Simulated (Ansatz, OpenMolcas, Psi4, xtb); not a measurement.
## A ladder of methods for LiI (Lithium Iodide)

LiI has 2 atoms, charge 0, and is taken as a singlet. SMILES: `[Li][I]`. Geometry: the measured bond length.

```csv
atom,x (Å),y (Å),z (Å)
Li,0.0000,0.0000,0.0000
I,0.0000,0.0000,2.3919
```

Each level gives the HOMO–LUMO gap (eV). The values are calculated.

```
                                level                    kind     program  value (eV)   CPU time
                             GFN0-xTB          semi-empirical         xtb        5.33  under 2 s
      HF/def2-TZVPPD (core potential)            Hartree–Fock        Psi4        8.32       11 s
   SVWN5/def2-TZVPPD (core potential)                     LDA  OpenMolcas        3.50      7.1 s
  revPBE/def2-TZVPPD (core potential)                     GGA      Ansatz        3.14      4.1 s
   M06-L/def2-TZVPPD (core potential)                meta-GGA  OpenMolcas        3.33       12 s
    PBE0/def2-TZVPPD (core potential)           global hybrid  OpenMolcas        4.82      9.2 s
   HSE06/def2-TZVPPD (core potential)  range-separated hybrid      Ansatz        4.15      4.7 s
PBE-QIDH/def2-TZVPPD (core potential)           double hybrid      Ansatz        7.17      5.8 s
```

The values span 3.14 to 8.32 eV. Orbital gaps aren't excitation energies, and those of double hybrids come from the SCF part alone; they tend to grow with the share of exact exchange. Times are those of the runs behind each value, whatever else they computed, on shared processors of several kinds: orders of magnitude only.

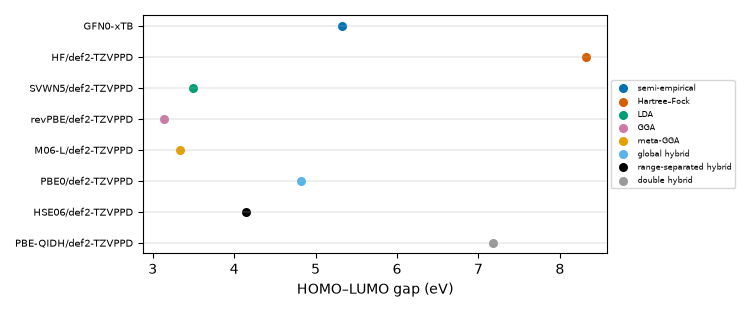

The values of the table, level by level.
